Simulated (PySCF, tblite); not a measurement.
# C₂H₄Al₂Cl₂: dynamics, then NMR shifts on frames

How do NMR shifts of C₂H₄Al₂Cl₂ (`C#[C][AlH-]1[Cl+][AlH2-][Cl+]1`) change as the atoms move?

Computed with tblite 0.8.0 and PySCF 2.14.0, with density-fitted response routines of our own, on a single molecule in the gas phase. Atoms count from 0, in the outputs and in this text.

### 1 Starting geometry

10 atoms, charge 0, multiplicity 1; geometry from: GFN2-xTB.

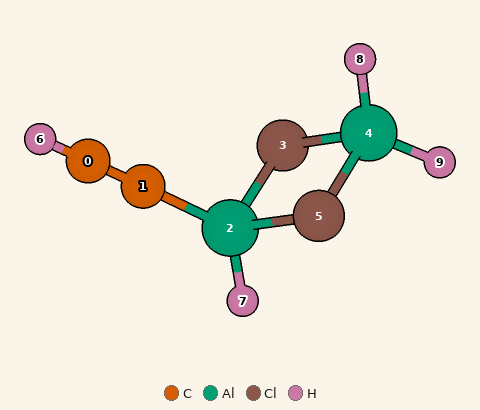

As it starts; carbon orange, aluminium teal, chlorine brown, hydrogen pink, atoms numbered.

### 2 Thermal motion with GFN2-xTB

Job settings and geometry (Å):

```
{"job": {"kind": "md", "xc": "GFN2-xTB", "basis": "xTB", "temperature": 300, "steps": 2000, "every": 50, "frames": 5}, "charge": 0, "multiplicity": 1}
C      3.116139    -0.353322     0.027025
C      2.041797     0.196505    -0.080043
Al     0.336671     1.102979    -0.260510
Cl    -0.847473     0.048832    -1.797654
Al    -2.176099    -0.740893    -0.252757
Cl    -1.042344     0.325969     1.279570
H      4.052572    -0.830927     0.120180
H      0.010580     2.595785    -0.411586
H     -1.919098    -2.252444    -0.094515
H     -3.563862    -0.087830    -0.405078
```

Level: GFN2-xTB Langevin dynamics, gas phase.

Launch:

```bash
OMP_NUM_THREADS=1 python probes_run.py task.json out
```

The driver reads the jobs from task.json and runs them one after another.

The program printed:

```text
t/fs     T/K      E/eV
    0.0   254.2   -481.21092
   25.0   216.0   -481.14083
   50.0   211.8   -481.04981
   75.0   262.0   -481.05481
  100.0   179.3   -481.00395
  125.0   185.7   -481.06265
  150.0   190.8   -481.02662
  175.0   164.0   -480.91710
  200.0   234.7   -480.88073
  225.0   304.7   -480.87172
  250.0   247.7   -480.91405
  275.0   349.7   -480.87225
  300.0   268.7   -480.89338
  325.0   197.3   -480.84187
  350.0   227.8   -480.96678
  375.0   159.2   -480.93525
  400.0   231.1   -481.03454
  425.0   246.6   -481.00497
  450.0   177.1   -480.99545
  475.0   191.1   -480.97675
  500.0   180.7   -480.95472
  525.0   176.5   -480.97696
  550.0   249.0   -480.99013
  575.0   364.6   -481.10298
  600.0   229.8   -480.74552
  625.0   505.9   -481.05683
  650.0   319.5   -480.86941
  675.0   409.4   -480.98353
  700.0   386.6   -480.96038
  725.0   316.6   -481.00337
  750.0   314.6   -481.04318
  775.0   250.4   -480.97663
  800.0   270.2   -481.05412
  825.0   272.8   -480.93866
  850.0   288.4   -480.93412
  875.0   378.7   -481.06584
  900.0   258.6   -481.03667
  925.0   183.7   -480.94709
  950.0   217.9   -480.97038
  975.0   319.4   -480.89311
 1000.0   242.8   -480.89390
```

It took 23 s on 1 thread, shared host.

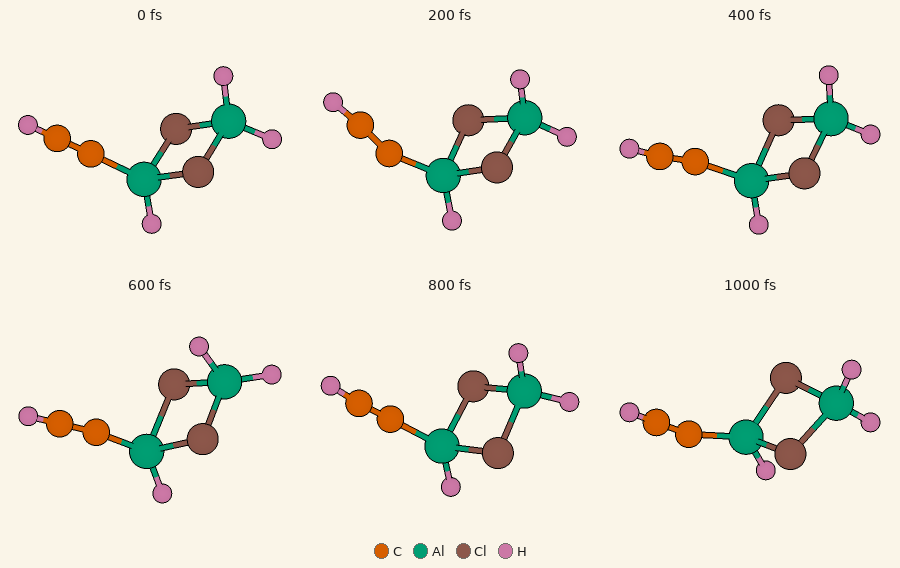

Frames of the run.

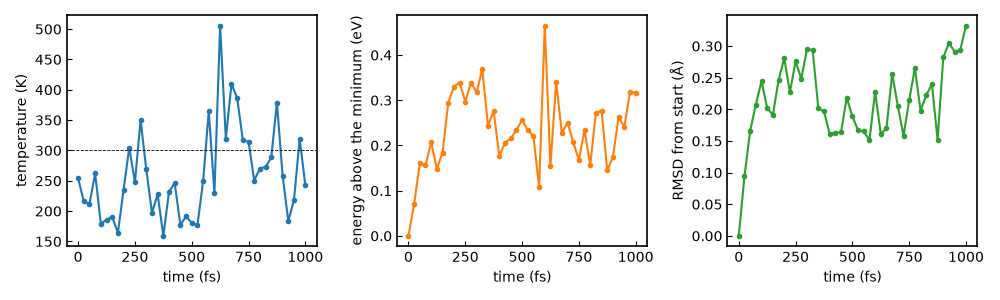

Temperature, potential energy and distance from the start.

Positions (Å) and forces (eV/Å) at 1000 fs:

```xyz
10

C     2.614    0.359    0.413    1.303   -0.818    0.545
C     1.555    0.849    0.137   -0.863    0.245   -0.352
Al   -0.285    1.118   -0.283   -1.020    0.997   -0.419
Cl   -1.546   -0.524   -0.976   -0.021   -0.202    0.211
Al   -2.786   -0.396    0.966   -0.030   -0.648   -0.144
Cl   -1.327    0.972    1.665    0.151    0.121    0.529
H     3.515   -0.095    0.734    0.053    0.218   -0.131
H    -1.047    2.417   -0.893    0.475   -0.571    0.146
H    -3.069   -1.750    1.737    0.387    0.415   -0.276
H    -3.955    0.419    0.464   -0.435    0.243   -0.110
```

### 3 Nuclear shieldings: 250 fs, PBE0/pcSseg-1

Job settings and geometry (Å):

```
{"job": {"kind": "nmr", "xc": "PBE0", "basis": "pcSseg-1", "pop": false}, "charge": 0, "multiplicity": 1}
C      3.004700    -0.329800    -0.044700
C      1.955800     0.289000     0.082500
Al     0.197500     1.076500     0.065400
Cl    -0.789700    -0.294000    -1.609600
Al    -2.326500    -0.794500    -0.327400
Cl    -1.329400     0.389300     1.456900
H      3.944500    -0.719400    -0.311300
H     -0.056800     2.641100    -0.175000
H     -2.386100    -2.273600     0.064700
H     -3.563000     0.040600    -0.456000
```

With the program's defaults for keys left out, this is: GIAO PBE0/pcSseg-1 NMR shielding, non-relativistic, gas phase.

The program printed:

```text
coarse grid: 11152 points
cycle   1  E = -1483.1759096836  dE =  4.885e-01  |g| = 4.151e-01  |ddm| = 3.048e+00
cycle   2  E = -1483.1773696396  dE = -1.460e-03  |g| = 4.169e-01  |ddm| = 9.603e-01
cycle   3  E = -1483.2203366678  dE = -4.297e-02  |g| = 1.152e-01  |ddm| = 4.726e-01
cycle   4  E = -1483.2230706788  dE = -2.734e-03  |g| = 5.255e-02  |ddm| = 1.039e-01
cycle   5  E = -1483.2237954287  dE = -7.247e-04  |g| = 5.447e-03  |ddm| = 4.176e-02
cycle   6  E = -1483.2238020919  dE = -6.663e-06  |g| = 1.365e-03  |ddm| = 6.091e-03
final grid: 91176 points
cycle   7  E = -1483.2563305098  dE = -2.271e-05  |g| = 4.669e-03  |ddm| = 1.828e-02
cycle   8  E = -1483.2563307193  dE = -2.095e-07  |g| = 3.980e-03  |ddm| = 8.507e-03
cycle   9  E = -1483.2563346511  dE = -3.932e-06  |g| = 1.074e-03  |ddm| = 4.489e-03
cycle  10  E = -1483.2563348734  dE = -2.223e-07  |g| = 5.572e-04  |ddm| = 1.014e-03
cycle  11  E = -1483.2563349526  dE = -7.920e-08  |g| = 3.668e-05  |ddm| = 3.813e-04
cycle  12  E = -1483.2563349529  dE = -2.892e-10  |g| = 9.145e-06  |ddm| = 4.875e-05
converged SCF energy = -1483.2563349529

GIAO shielding tensors (ppm)
atom      isotropic    diamagn.    paramagn.     s11        s22        s33       span
  0 C       76.507     259.840    -183.332    -13.732    -10.917    254.171    267.903
  1 C       85.999     257.253    -171.254    -14.951    -11.800    284.748    299.699
  2 Al     441.872     794.551    -352.679    397.654    409.720    518.241    120.587
  3 Cl     919.168    1151.313    -232.145    823.938    912.784   1020.783    196.845
  4 Al     399.304     795.135    -395.830    347.325    373.295    477.294    129.969
  5 Cl     916.609    1150.679    -234.070    802.931    942.602   1004.294    201.363
  6 H       29.542      31.658      -2.116     23.952     24.553     40.120     16.168
  7 H       26.537      26.965      -0.428     23.020     24.255     32.336      9.316
  8 H       27.230      28.759      -1.530     24.062     24.354     33.272      9.210
  9 H       27.490      28.739      -1.250     23.867     25.056     33.546      9.679
```

Wall time 19 s (1 thread, shared host).

The references, computed at this level on geometries of the same kind, shield at (ppm): ¹H TMS 31.72, ¹³C TMS 186.9, ²⁷Al AlH4- 490.0, ³⁵Cl HCl 950. Their shielding less the atom's gives the shift. The references are single molecules in the gas phase. Shifts against hydride references such as AlH4− lie on their own scale. Each atom is listed at this fixed geometry, with no averaging over motion; a spectrum would average atoms that exchange fast.

```csv
atoms,environment,σ (ppm),δ (ppm)
C0,terminal alkyne carbon,76.5,110.4
C1,alkyne carbon,86.0,100.9
H7,"hydrogen on an aluminium bonded to C, 2 Cl, in a 4-membered ring",26.54,5.18
H8,"hydrogen on an aluminium bonded to 2 Cl, in a 4-membered ring",27.23,4.49
H9,"hydrogen on an aluminium bonded to 2 Cl, in a 4-membered ring",27.49,4.23
H6,hydrogen on a terminal alkyne carbon,29.54,2.18
Al4,"aluminium bonded to 2 Cl, 2 H, in a 4-membered ring",399.3,90.7
Al2,"aluminium bonded to C, 2 Cl, H, in a 4-membered ring",441.9,48.1
Cl5,"chlorine bonded to 2 Al, in a 4-membered ring",917,33
Cl3,"chlorine bonded to 2 Al, in a 4-membered ring",919,31
```

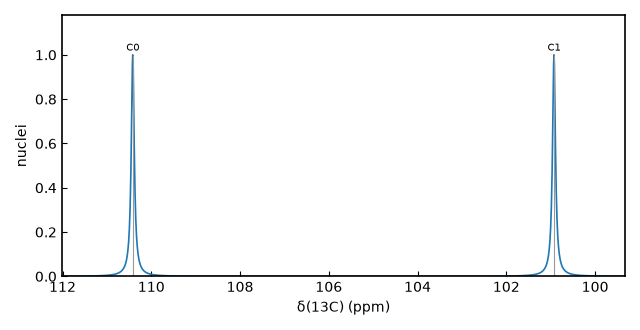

¹³C lines at the computed shifts, without couplings. Lines are broadened to a width of 0.08 ppm (Lorentzian).

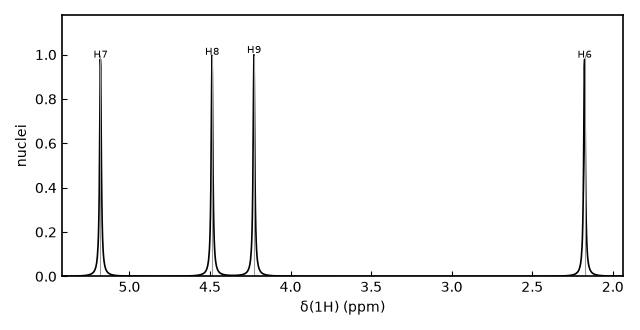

¹H lines at the computed shifts, without couplings. Lines are broadened to a width of 0.01 ppm (Lorentzian).

### 4 NMR shieldings: 425 fs, PBE0/pcSseg-1

Job settings and geometry (Å):

```
{"job": {"kind": "nmr", "xc": "PBE0", "basis": "pcSseg-1", "pop": false}, "charge": 0, "multiplicity": 1}
C      2.986900    -0.084800     0.449600
C      1.894500     0.184200    -0.029900
Al     0.083900     0.909600    -0.231700
Cl    -0.921900    -0.384000    -1.654500
Al    -2.244100    -1.126700    -0.034800
Cl    -1.220900     0.110900     1.404300
H      3.920800    -0.242400     0.922100
H     -0.522300     2.266600    -0.696700
H     -1.802400    -2.441300     0.487000
H     -3.671700    -0.662200    -0.405000
```

With the program's defaults for keys left out, this is: GIAO PBE0/pcSseg-1 NMR shielding, non-relativistic, gas phase.

The program printed:

```text
coarse grid: 11152 points
cycle   1  E = -1483.1735339373  dE =  5.644e-01  |g| = 4.102e-01  |ddm| = 3.064e+00
cycle   2  E = -1483.1739264804  dE = -3.925e-04  |g| = 4.151e-01  |ddm| = 9.041e-01
cycle   3  E = -1483.2163765269  dE = -4.245e-02  |g| = 1.212e-01  |ddm| = 4.394e-01
cycle   4  E = -1483.2195197449  dE = -3.143e-03  |g| = 5.090e-02  |ddm| = 1.118e-01
cycle   5  E = -1483.2201979574  dE = -6.782e-04  |g| = 6.042e-03  |ddm| = 4.157e-02
cycle   6  E = -1483.2202062778  dE = -8.320e-06  |g| = 1.365e-03  |ddm| = 6.763e-03
final grid: 91176 points
cycle   7  E = -1483.2536207556  dE = -2.506e-05  |g| = 4.418e-03  |ddm| = 1.691e-02
cycle   8  E = -1483.2536209307  dE = -1.751e-07  |g| = 3.766e-03  |ddm| = 7.742e-03
cycle   9  E = -1483.2536247272  dE = -3.796e-06  |g| = 8.468e-04  |ddm| = 4.154e-03
cycle  10  E = -1483.2536248165  dE = -8.928e-08  |g| = 5.996e-04  |ddm| = 9.614e-04
cycle  11  E = -1483.2536249089  dE = -9.246e-08  |g| = 3.516e-05  |ddm| = 3.967e-04
cycle  12  E = -1483.2536249092  dE = -2.390e-10  |g| = 9.318e-06  |ddm| = 4.630e-05
converged SCF energy = -1483.2536249092

GIAO shielding tensors (ppm)
atom      isotropic    diamagn.    paramagn.     s11        s22        s33       span
  0 C       75.474     259.945    -184.471    -16.577    -14.920    257.920    274.496
  1 C       87.478     258.988    -171.510    -16.604     -6.738    285.776    302.380
  2 Al     448.262     794.827    -346.565    396.544    419.743    528.498    131.955
  3 Cl     925.603    1150.949    -225.345    836.646    950.274    989.890    153.244
  4 Al     409.026     795.392    -386.366    347.675    378.080    501.322    153.647
  5 Cl     923.184    1151.281    -228.097    842.088    920.718   1006.745    164.657
  6 H       29.446      31.692      -2.246     23.737     24.386     40.215     16.478
  7 H       26.765      27.716      -0.950     23.228     24.136     32.932      9.704
  8 H       27.537      29.650      -2.113     23.862     24.984     33.766      9.903
  9 H       27.082      28.093      -1.011     23.660     24.420     33.166      9.506
```

Wall time 19 s (1 thread, shared host).

Key values: δ C0 111.5, C1 99.4, Al4 80.9, Al2 41.7, H7 4.95, H9 4.63 ppm.

### 5 NMR shieldings: 625 fs, PBE0/pcSseg-1

Job settings and geometry (Å):

```
{"job": {"kind": "nmr", "xc": "PBE0", "basis": "pcSseg-1", "pop": false}, "charge": 0, "multiplicity": 1}
C      2.915700    -0.352700     0.430600
C      1.802400     0.153700     0.400300
Al     0.081000     0.841500    -0.091600
Cl    -0.787100    -0.629100    -1.474200
Al    -2.046200    -1.391300     0.105700
Cl    -1.220600     0.134500     1.523500
H      3.832400    -0.856900     0.550300
H     -0.487900     2.167800    -0.475200
H     -1.852500    -2.894400     0.574500
H     -3.458600    -0.792300    -0.320900
```

Level: GIAO PBE0/pcSseg-1 NMR shielding, non-relativistic, gas phase.

The program printed:

```text
coarse grid: 11152 points
cycle   1  E = -1483.1786510107  dE =  5.618e-01  |g| = 4.103e-01  |ddm| = 3.065e+00
cycle   2  E = -1483.1783863624  dE =  2.646e-04  |g| = 4.191e-01  |ddm| = 9.301e-01
cycle   3  E = -1483.2200220238  dE = -4.164e-02  |g| = 1.403e-01  |ddm| = 4.599e-01
cycle   4  E = -1483.2246658253  dE = -4.644e-03  |g| = 4.316e-02  |ddm| = 1.201e-01
cycle   5  E = -1483.2251545547  dE = -4.887e-04  |g| = 5.574e-03  |ddm| = 3.768e-02
cycle   6  E = -1483.2251617733  dE = -7.219e-06  |g| = 1.303e-03  |ddm| = 6.753e-03
final grid: 91176 points
cycle   7  E = -1483.2590444000  dE = -2.503e-05  |g| = 4.491e-03  |ddm| = 1.834e-02
cycle   8  E = -1483.2590446783  dE = -2.783e-07  |g| = 3.787e-03  |ddm| = 8.330e-03
cycle   9  E = -1483.2590484693  dE = -3.791e-06  |g| = 8.589e-04  |ddm| = 4.455e-03
cycle  10  E = -1483.2590485618  dE = -9.244e-08  |g| = 6.049e-04  |ddm| = 9.573e-04
cycle  11  E = -1483.2590486558  dE = -9.399e-08  |g| = 3.236e-05  |ddm| = 3.972e-04
cycle  12  E = -1483.2590486560  dE = -2.001e-10  |g| = 8.759e-06  |ddm| = 4.435e-05
converged SCF energy = -1483.2590486560

GIAO shielding tensors (ppm)
atom      isotropic    diamagn.    paramagn.     s11        s22        s33       span
  0 C       76.284     261.049    -184.765    -12.896    -11.254    253.003    265.899
  1 C       88.208     257.518    -169.309    -12.340     -9.478    286.442    298.781
  2 Al     441.878     796.090    -354.213    393.966    400.538    531.129    137.164
  3 Cl     921.630    1151.339    -229.710    844.585    926.824    993.481    148.896
  4 Al     418.645     793.818    -375.173    365.000    390.530    500.404    135.404
  5 Cl     927.726    1150.718    -222.992    845.454    945.705    992.020    146.566
  6 H       29.714      32.325      -2.611     24.382     24.481     40.280     15.897
  7 H       27.648      28.730      -1.081     24.120     24.355     34.470     10.350
  8 H       26.562      27.471      -0.909     23.617     23.833     32.237      8.620
  9 H       26.579      27.487      -0.908     23.464     23.945     32.327      8.863
```

Run time: 19 s. Hardware: 1 thread, shared host.

Key values: δ C0 110.6, C1 98.7, Al4 71.3, Al2 48.1, H8 5.15, H9 5.14 ppm.

### 6 NMR shieldings: 800 fs, PBE0/pcSseg-1

Job settings and geometry (Å):

```
{"job": {"kind": "nmr", "xc": "PBE0", "basis": "pcSseg-1", "pop": false}, "charge": 0, "multiplicity": 1}
C      2.877200    -0.431100     0.456800
C      1.851100     0.165100     0.242900
Al     0.181000     1.146100    -0.012500
Cl    -0.901200    -0.343900    -1.181700
Al    -2.150100    -0.834600     0.646000
Cl    -1.249600     0.782700     1.664400
H      3.786300    -1.035600     0.523000
H     -0.225500     2.616000    -0.431500
H     -1.816900    -2.255600     1.184200
H     -3.603000    -0.360800     0.353400
```

Level: GIAO PBE0/pcSseg-1 NMR shielding, non-relativistic, gas phase.

The program printed:

```text
coarse grid: 11152 points
cycle   1  E = -1483.1740957718  dE =  5.511e-01  |g| = 4.299e-01  |ddm| = 3.081e+00
cycle   2  E = -1483.1737640735  dE =  3.317e-04  |g| = 4.361e-01  |ddm| = 1.015e+00
cycle   3  E = -1483.2217979714  dE = -4.803e-02  |g| = 1.124e-01  |ddm| = 4.817e-01
cycle   4  E = -1483.2243931110  dE = -2.595e-03  |g| = 5.121e-02  |ddm| = 1.030e-01
cycle   5  E = -1483.2250709204  dE = -6.778e-04  |g| = 6.606e-03  |ddm| = 4.259e-02
cycle   6  E = -1483.2250808275  dE = -9.907e-06  |g| = 1.435e-03  |ddm| = 7.330e-03
final grid: 91176 points
cycle   7  E = -1483.2586743854  dE = -2.311e-05  |g| = 4.292e-03  |ddm| = 1.925e-02
cycle   8  E = -1483.2586747666  dE = -3.813e-07  |g| = 3.506e-03  |ddm| = 8.250e-03
cycle   9  E = -1483.2586780544  dE = -3.288e-06  |g| = 5.387e-04  |ddm| = 4.125e-03
cycle  10  E = -1483.2586780988  dE = -4.440e-08  |g| = 3.119e-04  |ddm| = 6.241e-04
cycle  11  E = -1483.2586781235  dE = -2.464e-08  |g| = 5.282e-05  |ddm| = 2.266e-04
cycle  12  E = -1483.2586781241  dE = -6.398e-10  |g| = 1.028e-05  |ddm| = 5.225e-05
converged SCF energy = -1483.2586781241

GIAO shielding tensors (ppm)
atom      isotropic    diamagn.    paramagn.     s11        s22        s33       span
  0 C       81.319     263.314    -181.995     -9.266     -1.959    255.181    264.447
  1 C       91.254     254.722    -163.468     -9.601     -2.483    285.845    295.446
  2 Al     448.328     794.998    -346.671    404.051    408.385    532.547    128.496
  3 Cl     912.556    1151.402    -238.846    818.634    932.389    986.645    168.012
  4 Al     410.836     794.567    -383.731    352.793    386.117    493.596    140.803
  5 Cl     914.594    1150.635    -236.042    823.769    919.906   1000.106    176.337
  6 H       28.537      31.321      -2.784     23.355     23.585     38.672     15.317
  7 H       26.685      27.144      -0.459     23.051     24.056     32.948      9.897
  8 H       26.896      28.397      -1.501     23.865     24.265     32.557      8.692
  9 H       26.966      27.991      -1.025     23.762     24.145     32.991      9.230
```

Wall time 19 s (1 thread, shared host).

This run: δ C0 105.6, C1 95.7, Al4 79.1, Al2 41.6, H7 5.03, H8 4.82 ppm.

### 7 Shielding tensors: 1000 fs, PBE0/pcSseg-1

Job settings and geometry (Å):

```
{"job": {"kind": "nmr", "xc": "PBE0", "basis": "pcSseg-1", "pop": false}, "charge": 0, "multiplicity": 1}
C      2.613900     0.358700     0.412600
C      1.554700     0.849000     0.137200
Al    -0.285400     1.118300    -0.282800
Cl    -1.545700    -0.523700    -0.975600
Al    -2.786300    -0.395600     0.965800
Cl    -1.326700     0.971500     1.665100
H      3.515000    -0.095000     0.734100
H     -1.047300     2.417100    -0.893300
H     -3.068700    -1.750400     1.737100
H     -3.954600     0.419000     0.463800
```

Method: GIAO PBE0/pcSseg-1 NMR shielding, non-relativistic, gas phase.

The program printed:

```text
coarse grid: 11152 points
cycle   1  E = -1483.1684638544  dE =  5.844e-01  |g| = 4.318e-01  |ddm| = 3.074e+00
cycle   2  E = -1483.1691557067  dE = -6.919e-04  |g| = 4.353e-01  |ddm| = 9.699e-01
cycle   3  E = -1483.2152763155  dE = -4.612e-02  |g| = 1.270e-01  |ddm| = 4.676e-01
cycle   4  E = -1483.2189053234  dE = -3.629e-03  |g| = 4.645e-02  |ddm| = 1.120e-01
cycle   5  E = -1483.2194660963  dE = -5.608e-04  |g| = 6.129e-03  |ddm| = 3.972e-02
cycle   6  E = -1483.2194750729  dE = -8.977e-06  |g| = 1.350e-03  |ddm| = 6.986e-03
final grid: 91176 points
cycle   7  E = -1483.2527948901  dE = -2.408e-05  |g| = 4.369e-03  |ddm| = 2.007e-02
cycle   8  E = -1483.2527951672  dE = -2.771e-07  |g| = 3.653e-03  |ddm| = 7.892e-03
cycle   9  E = -1483.2527985871  dE = -3.420e-06  |g| = 8.354e-04  |ddm| = 4.085e-03
cycle  10  E = -1483.2527986920  dE = -1.049e-07  |g| = 5.315e-04  |ddm| = 8.895e-04
cycle  11  E = -1483.2527987642  dE = -7.222e-08  |g| = 3.640e-05  |ddm| = 3.537e-04
cycle  12  E = -1483.2527987645  dE = -2.742e-10  |g| = 9.757e-06  |ddm| = 4.823e-05
converged SCF energy = -1483.2527987645

GIAO shielding tensors (ppm)
atom      isotropic    diamagn.    paramagn.     s11        s22        s33       span
  0 C       77.478     259.904    -182.426    -15.507     -9.869    257.808    273.315
  1 C       92.864     259.087    -166.223     -7.624      0.953    285.263    292.887
  2 Al     448.446     794.799    -346.354    399.935    420.061    525.341    125.407
  3 Cl     897.663    1151.582    -253.920    768.619    929.051    995.318    226.699
  4 Al     409.802     794.253    -384.451    345.463    387.273    496.670    151.207
  5 Cl     900.512    1150.995    -250.483    779.481    918.253   1003.802    224.322
  6 H       29.611      31.584      -1.973     24.202     24.366     40.265     16.063
  7 H       26.391      27.027      -0.636     23.164     23.799     32.211      9.048
  8 H       26.626      27.564      -0.937     23.675     23.773     32.430      8.755
  9 H       27.321      28.387      -1.066     24.086     24.701     33.175      9.089
```

Run time: 19 s. Hardware: 1 thread, shared host.

In short: δ C0 109.4, C1 94.1, Al4 80.2, Al2 41.5, H7 5.33, H8 5.09 ppm.

### 8 Side by side: NMR shifts

Shifts (ppm) of some atoms, chosen among heavy atoms and hydrogens apart, with basis size and wall time:

```
  frame     C1    H7    H6   Al4   Al2  Cl5  Cl3  functions  time
 250 fs  100.9  5.18  2.18  90.7  48.1   33   31        150  19 s
 425 fs   99.4  4.95  2.27  80.9  41.7   27   24        150  19 s
 625 fs   98.7  4.07  2.00  71.3  48.1   22   28        150  19 s
 800 fs   95.7  5.03  3.18  79.1  41.6   35   37        150  19 s
1000 fs   94.1  5.33  2.11  80.2  41.5   49   52        150  19 s
```

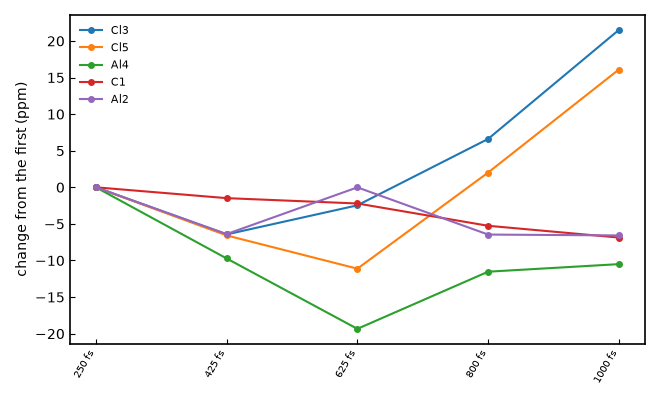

How five of the tabulated atoms move from run to run.

### 9 Summary of results

```
                                         quantity                       value
                                       thermostat                       300 K
                    mean temperature, second half                       292 K
          mean potential energy above the minimum                     0.24 eV
   ¹³C shifts against TMS (PBE0/pcSseg-1, 250 fs)            110.4, 100.9 ppm
    ¹H shifts against TMS (PBE0/pcSseg-1, 250 fs)  5.18, 4.49, 4.23, 2.18 ppm
²⁷Al shifts against AlH4- (PBE0/pcSseg-1, 250 fs)              90.7, 48.1 ppm
  ³⁵Cl shifts against HCl (PBE0/pcSseg-1, 250 fs)                  33, 31 ppm
                        range of the shift of Cl3                24 to 52 ppm
```

**Reading.** In the second half the potential energy averages 0.24 eV above the minimum; equipartition over 24 harmonic modes at 300 K would give 0.31 eV. With 10 atoms the temperature swings widely (159 to 506 K). Shifts at one fixed geometry are not the observed spectrum, which averages over the motion. In the first frame run (250 fs): The largest span, 300 ppm, is at C1, where the paramagnetic term is -171 ppm. In ppm, Cl3 moves most: its shift spreads over 28 ppm, from 24 (425 fs) to 52 (1000 fs).
